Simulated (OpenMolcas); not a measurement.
# Ru: CASSCF and CASPT2 terms and fine-structure levels, part 2 of 2

Which level of Ru lies lowest, and where do the others fall? The reference wave functions come first, then spin-orbit coupling, then second-order correlation.

OpenMolcas 26.06; ANO-R2, X2C, active space 8 electrons in 6 orbitals (4d 5s), orbitals: ground spin, each parity. Earlier steps stand in the parts before.

### 7 CASPT2: IPEA 0.25, imaginary shift 0.1 (closed shells correlated: 4s 4p)

a.inp

```
>>> COPY JOB001 $Project.JobIph
&CASPT2
Multistate=15 1 2 3 4 5 6 7 8 9 10 11 12 13 14 15
Frozen=8 6
IPEA=0.25
Imaginary=0.1
MaxIter=60
WThr=0.0 0.3 0.05
PrWF=0.5
NoMix
>>> COPY JOB002 $Project.JobIph
&CASPT2
Multistate=75 1 2 3 4 5 6 7 8 9 10 11 12 13 14 15 16 17 18 19 20 21 22
23 24 25 26 27 28 29 30 31 32 33 34 35 36 37 38 39 40 41 42 43 44 45 46
47 48 49 50 51 52 53 54 55 56 57 58 59 60 61 62 63 64 65 66 67 68 69 70
71 72 73 74 75
NoMult
Frozen=8 6
IPEA=0.25
Imaginary=0.1
MaxIter=60
WThr=0.0 0.3 0.05
PrWF=0.5
NoMix
>>> COPY JOB003 $Project.JobIph
&CASPT2
Multistate=57 1 2 3 4 5 6 7 8 9 10 11 12 13 14 15 16 17 18 19 20 21 22
23 24 25 26 27 28 29 30 31 32 33 34 35 36 37 38 39 40 41 42 43 44 45 46
47 48 49 50 51 52 53 54 55 56 57
Frozen=8 6
IPEA=0.25
Imaginary=0.1
MaxIter=60
WThr=0.0 0.3 0.05
PrWF=0.5
NoMix
```

Standard output (excerpt; [...] marks lines left out):

```text
[...]
      Active orbitals                            6   0
[...]
      E2 (Variational):          -0.5205520795
      Total energy:           -4528.5473337937
[...]
::    CASPT2 Root  1     Total energy:  -4528.54733379
::    CASPT2 Root  2     Total energy:  -4528.54690117
[...]
::    CASPT2 Root 27     Total energy:  -4528.46218665
::    CASPT2 Root 28     Total energy:  -4528.46136557
::    CASPT2 Root 29     Total energy:  -4528.43352630
::    CASPT2 Root 30     Total energy:  -4528.43370842
```

Time for this run: 34 s (1 thread, shared host).

SS-CASPT2: lowest energy less the reference's lowest, -0.5205 hartree; reference weights 0.862 to 0.895. These are the single-state energies of the run (the lines without MS-).

Levels with spin-orbit coupling, from the RASSI matrix with the averaged CASPT2 term energies on its diagonal:

| Configuration | Term | J | E (cm-1) | g | Leading % |
| --- | --- | --- | --- | --- | --- |
| 4d7 5s | 5F | 5 | 0.0 | 1.398 | 99 |
| 4d7 5s | 5F | 4 | 1217 | 1.348 | 98 |
| 4d7 5s | 5F | 3 | 2160 | 1.249 | 99 |
| 4d7 5s | 5F | 2 | 2820 | 1.001 | 99 |
| 4d7 5s | 5F | 1 | 3230 | 0.006 | 98 |
| 4d6 5s2 | 5D | 4 | 4730 | 1.492 | 96 |
| 4d6 5s2 | 5D | 3 | 5830 | 1.496 | 99 |
| 4d6 5s2 | 5D | 2 | 6450 | 1.499 | 97 |
| 4d7 5s | 3F(1) | 4 | 6570 | 1.252 | 94 |
| 4d6 5s2 | 5D | 1 | 6850 | 1.501 | 98 |
| 4d6 5s2 | 5D | 0 | 7040 |  | 98 |
| 4d7 5s | 3F(1) | 3 | 8150 | 1.088 | 97 |
| 4d7 5s | 3F(1) | 2 | 9030 | 0.781 | 86 |
| 4d7 5s | 5P | 2 | 9480 | 1.643 | 67 |
| 4d7 5s | 5P | 3 | 9620 | 1.665 | 99 |
| 4d7 5s | 5P | 1 | 10360 | 2.364 | 86 |
| 4d7 5s | 3P(1) | 2 | 12010 | 1.558 | 68 |
| 4d7 5s | 3G | 5 | 13050 | 1.192 | 92 |
| 4d7 5s | 3G | 4 | 13630 | 1.033 | 83 |
| 4d7 5s | 3P(1) | 1 | 13660 | 1.569 | 80 |
| 4d7 5s | 3P(1) | 0 | 13990 |  | 69 |
| 4d7 5s | 3G | 3 | 14520 | 0.757 | 98 |
| 4d7 5s | 3P(2) | 1 | 14910 | 1.437 | 80 |
| 4d7 5s | 3P(2) | 2 | 15330 | 1.438 | 81 |

### 8 The methods side by side

A. CASSCF
B. SS-CASPT2, IPEA 0.25, imaginary shift 0.1 (closed shells correlated: 4s 4p)

Energies in cm-1 above each method's lowest level; measured values from NIST Handbook of Basic Atomic Spectroscopic Data.

```csv
level,A,B,measured
4d7 5s 5F5,0.0,0.0,0.0
4d7 5s 5F4,1227,1217,1191
4d7 5s 5F3,2169,2160,2092
4d7 5s 5F2,2837,2820,2713
4d7 5s 5F1,3261,3230,3105
4d7 5s 3F4(1),9313,6570,
4d6 5s2 5D4,10189,4730,7483
4d7 5s 3F3(1),10884,8150,
4d6 5s2 5D3,11286,5830,8575
4d6 5s2 5D2,11685,6450,9058
4d7 5s 3F2(1),12091,9030,
4d6 5s2 5D1,12122,6850,9073
4d6 5s2 5D0,12317,7040,9492
4d7 5s 5P3,12960,9620,8771
4d7 5s 5P2,13060,9480,8044
4d7 5s 5P1,13845,10360,9620
4d7 5s 3G5,15309,13050,
4d7 5s 3G4,15987,13630,
4d7 5s 3P2(1),16313,12010,
4d7 5s 3G3,16787,14520,
4d7 5s 3P1(1),18058,13660,
4d7 5s 3P0(1),18697,13990,
4d7 5s 3H6,19565,16760,
4d7 5s 1G4,19604,15850,
4d7 5s 3P1(2),20146,14910,
4d7 5s 3H5,20245,17390,
4d7 5s 3P2(2),20647,15330,
4d7 5s 3P0(2),20940,15740,
4d7 5s 3D3,21015,17110,
4d7 5s 3H4,21594,18370,
```

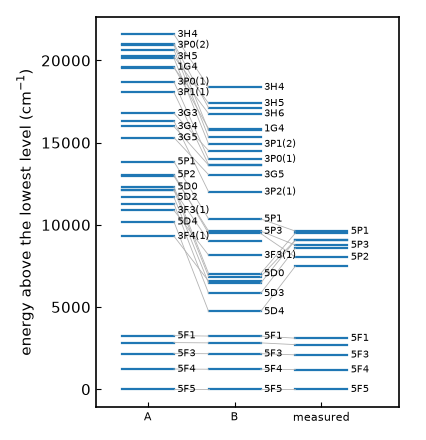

The same levels, method by method, beside the measured ones.

Mean absolute deviation from the 12 measured excited levels that all methods hold: A 2300 cm⁻¹, B 1300 cm⁻¹.

### 9 Results

This closing draws on all 2 parts.

```
                                                                                   quantity                                                                        value
                                                                                     method  SS-CASPT2, IPEA 0.25, imaginary shift 0.1 (closed shells correlated: 4s 4p)
                                                                               lowest level                                     4d7 5s 5F5, 99 % of that term, g = 1.398
                                                                ground level listed by NIST                                                                          5F5
                                                                        first excited level                                                      4d7 5s 5F4 at 1217 cm-1
                                                               lowest level of another term                                                     4d6 5s2 5D4 at 4730 cm-1
                                                    spin-orbit lowering of the lowest level                                                                    1588 cm-1
strongest of the lines computed, by gA (one parity, so forbidden lines), at CASSCF energies                          4d7 5s 3G5 → 4d7 5s 5F5, 653.2 nm, A = 1.05e+00 s⁻¹
```

Cost and accuracy by method:

| method | time of its own steps | time with the reference | mean absolute difference from the measured levels (cm-1) |
| --- | --- | --- | --- |
| A. CASSCF | 46 s | 46 s | 2300 |
| B. SS-CASPT2, IPEA 0.25, imaginary shift 0.1, +4s 4p | 34 s | 81 s | 1300 |

Times are of one thread on a shared host.

What this shows: The multiplet 5F is inverted; its intervals divided by the larger J differ by 16 % of their mean, where Landé's rule for pure LS coupling makes them equal. Second-order correlation (method B) scales the levels of the lowest configuration above 5000 cm⁻¹ by 0.71 to 0.86. Method B lies closest to the measured levels (1300 cm⁻¹ on average) and A farthest (2300). Only the configurations of the active space and the roots asked for are present. The triplets, singlets rest on orbitals optimised for another spin in at least one step, which raises them against the optimised states. Not all states of the active space went into the spin-orbit step. Measured levels are paired by their LS label, which is uncertain where the leading share is low. CASPT2 does not keep the components of a term degenerate, and the means are used. Configurations with different d counts are hard to place against each other, and can be off by thousands to tens of thousands of cm-1. Levels of other configurations are missing from the list.
